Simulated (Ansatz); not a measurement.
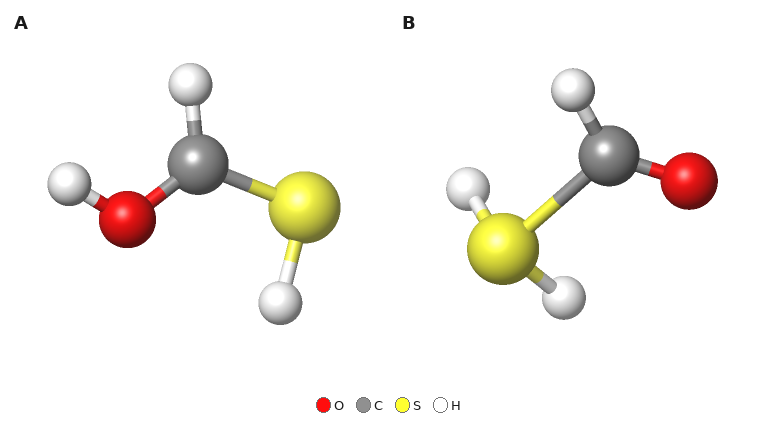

2 stationary structures of one formula. State: charge +1, singlet. Geometries: PBE0-D4/def2-TZVP. Electronic energies: RHF-CCSD(T) (frozen core)/def2-TZVPP (Ansatz 0.2.0), without zero-point energy. No frequency run is at hand to confirm each as a minimum.

**Which is lowest in energy, and by how much?**

A is lowest (Cs); B lies 79.8 kJ/mol above it (C1).
